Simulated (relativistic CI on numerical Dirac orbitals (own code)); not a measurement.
**Run report: Lu³⁺, relativistic CI calculation**

System: Lu³⁺.
Method: Dirac-Coulomb-Breit CI, KLI orbitals optimised for each configuration, model QED (radiative potential, 1s self-energy scaled to tabulated hydrogen-like ionisation energies), valence Slater integrals scaled by 0.9, multiplet model of core-to-valence dipole absorption in a parametric crystal field (relativistic CI on numerical Dirac orbitals, in-house).

## Input
```
atom Lu  Z=71  charge=3  electrons=68
nucleus A=175  rms_radius_fm=5.3700
hamiltonian dirac-coulomb  breit=on  qed=on  c_scale=1
orbitals kli  potential=per-configuration
slater_scale 0.9
correlation none
mixing on
configurations
  [Xe] 4f14
  [Kr] 4d10 4f14 5s2 5p5 5d
end
absorption O2,3 T=80 lorentz=1.5 gauss=0.3
crystal_field Oh 10Dq=15850
```

The program writes its results to a structured record and prints no log; tables and figures of this report are taken from that record.

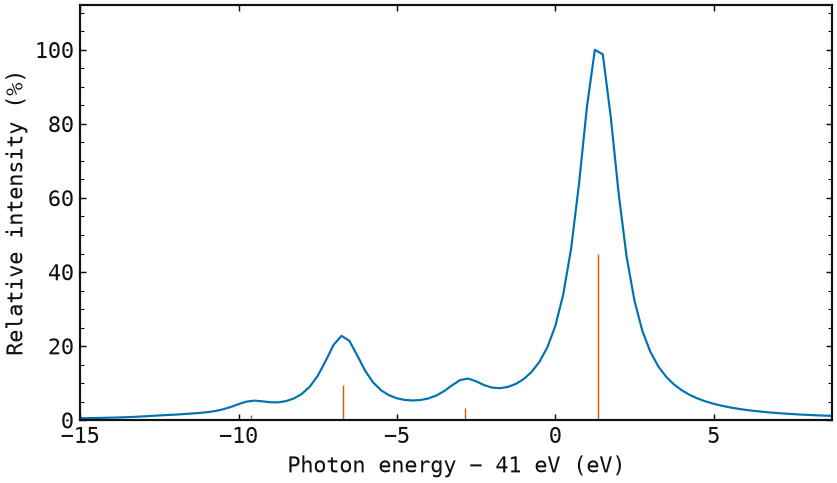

Figure 1. O₂,₃ X-ray absorption of Lu³⁺ (lutetium, Z = 71), [Xe] 4f¹⁴, in a field of Oh symmetry with 10Dq = 15,850 cm⁻¹. Sticks are the strongest transitions, on a scale of their own. Multiplet model: relativistic Dirac–Coulomb–Breit theory, one configuration a step, Slater integrals scaled by 0.9, 80 K, Voigt broadening (Lorentzian 1.5 eV, Gaussian 0.3 eV full widths), computed with a radial Dirac CI code. The main maxima lie at 34.3 eV (23), 38.2 eV (11) and 42.4 eV (100), heights in % of the largest; the centroid is at 40.5 eV. The ground state has S = 0.00.

## Summary

| quantity | value |
| --- | --- |
| outcome | converged |
| hardware | 1 CPU thread, shared host |

## Remarks

Limits: free-ion energies, so absolute edge positions are off by a few eV from solids; core and valence shell share one n, so the strongest features autoionise and are far broader and can lie several eV off in experiment.
